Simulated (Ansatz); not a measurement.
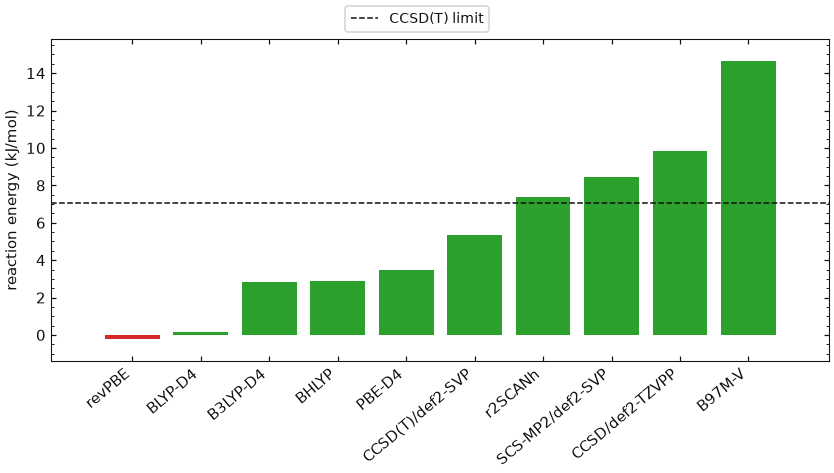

Electronic reaction energy of SbHF₂ ([F][SbH][F]) + Si₂PH₇ ([SiH3]P[SiH3]) → SiSbH₃F₂ ([F][Sb]([F])[SiH3]) + SiPH₅ ([SiH3]P) (SMILES in brackets) at several levels (functionals in def2-TZVPP unless a basis is named), isolated molecules at PBE0-D4 triple-zeta geometries, minima by their frequencies, no zero-point or thermal terms, the Ansatz code. The line is frozen-core CCSD(T) at the basis limit (MP2 extrapolated from triple and quadruple zeta, plus CCSD(T) less MP2 in a smaller set). No dispersion term is added to revPBE, BHLYP and r2SCANh. The distance of CCSD(T)/def2-SVP, SCS-MP2/def2-SVP and CCSD/def2-TZVPP to the limit includes basis error. Core potentials past Kr.

What range do the values span, the line included?

Answer. From −0.2 kJ/mol (revPBE) to 14.7 kJ/mol (B97M-V).

Give the values.

Answer.
```
           level  kJ/mol  less CCSD(T) limit
          revPBE    −0.2                −7.3
         BLYP-D4     0.1                −6.9
        B3LYP-D4     2.8                −4.2
           BHLYP     2.9                −4.2
          PBE-D4     3.5                −3.6
CCSD(T)/def2-SVP     5.3                −1.7
         r2SCANh     7.4                 0.4
SCS-MP2/def2-SVP     8.5                 1.4
 CCSD/def2-TZVPP     9.9                 2.8
          B97M-V    14.7                 7.6
   CCSD(T) limit     7.0                 0.0
```

Note: outer-core shells are correlated without core-valence functions, which makes the correlated values less sure; spin-orbit coupling is left out, and with Sb it can shift these values.
